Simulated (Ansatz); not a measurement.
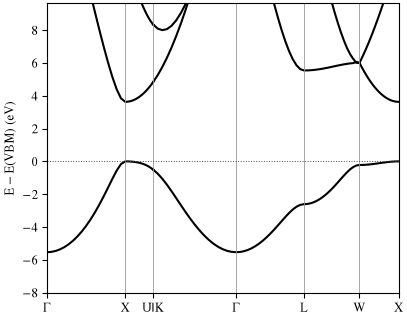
Band structure from the program Ansatz at the r²SCAN level (PAW)

Question: Read off the gap and where the band edges lie.

Answer: About 3.6 eV (3.63 eV by a search for the band edges); maximum at X, minimum at X.

The material is LiH (rock salt, space group No. 225).

Space group Fm-3m (rock salt). The r²SCAN relaxation kept the symmetry of its start; phonons on a q-mesh show no instability.

Potentials: the later of the program's two PAW sets.
